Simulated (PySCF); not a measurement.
C₇H₁₃OPSi

The calculation's input:

```
{"job": {"kind": "nmr", "xc": "PBE0", "basis": "pcSseg-1"}, "charge": 0, "multiplicity": 1}
C      0.971717     3.558539     0.115158
C      0.259182     2.685208    -0.290691
C     -0.590143     1.614166    -0.746232
P     -1.096569     0.494000     0.678391
C     -1.869609    -0.840247    -0.333292
Si    -2.173811    -2.437140     0.664335
C      0.573296    -0.277615     1.081900
C      1.323804    -0.742421    -0.126089
C      2.534978     0.082171    -0.481059
O      0.980865    -1.703318    -0.776039
H      1.588272     4.336591     0.453337
H     -1.515319     2.034189    -1.155824
H     -0.093785     1.029168    -1.527638
H     -1.255794    -1.056715    -1.208853
H     -2.822972    -0.435345    -0.681718
H     -3.270624    -3.162423     0.018256
H     -0.972188    -3.265414     0.694306
H     -2.562322    -2.068148     2.030478
H      1.135509     0.466791     1.648289
H      0.332152    -1.125071     1.727463
H      2.292523     1.143171    -0.478317
H      2.924498    -0.214728    -1.451947
H      3.301587    -0.088422     0.273740
```

Command:

```sh
OMP_NUM_THREADS=1 python probes_run.py task.json out
```

Geometry: GFN2-xTB.

Method: PBE0/pcSseg-1, SCF density, gas phase, non-relativistic in PySCF 2.14.0.

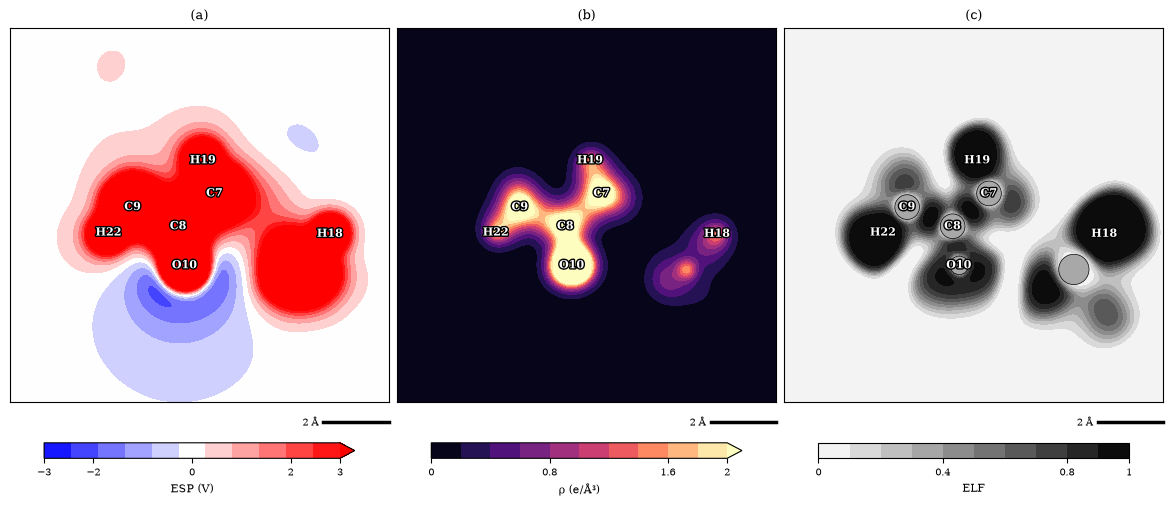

Figure 1. (a) molecular electrostatic potential; (b) electron density; (c) ELF on the plane of atoms C9, C8 and O10. Grey discs cover the atomic cores in the ELF map.

> Read the bonding off the picture.

The plane passes through C, O and H nuclei.
C–O (1.21 Å): the density is about 3.3 e/Å³ at the midpoint; the ELF peaks at about 0.85 between the atoms: a short, multiple covalent bond.
The ELF also peaks beside O10, away from the bonds: lone-pair regions.
Outside the dense part of the molecule the potential is most negative (−2.1 V) near O10.

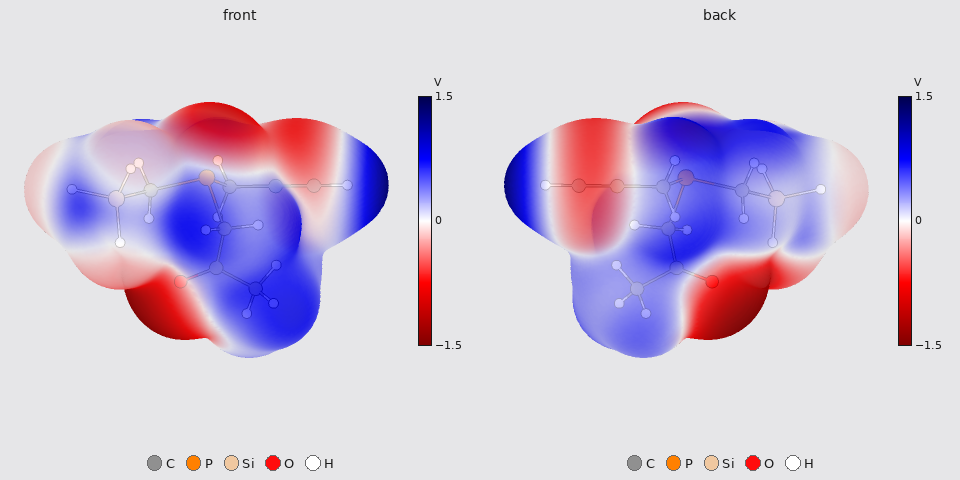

Figure 2. The molecular electrostatic potential painted on the density surface at 0.001 e/bohr³, seen from the front and from behind; red is negative and blue positive.

> Describe the electrostatic potential map.

The most negative region (about −1.4 V) lies over O10, the most positive (about +1.3 V) over H11. O10 is the likeliest acceptor of a hydrogen bond.

> How polar is the molecule by this calculation?

Its dipole moment is 1.72 D.
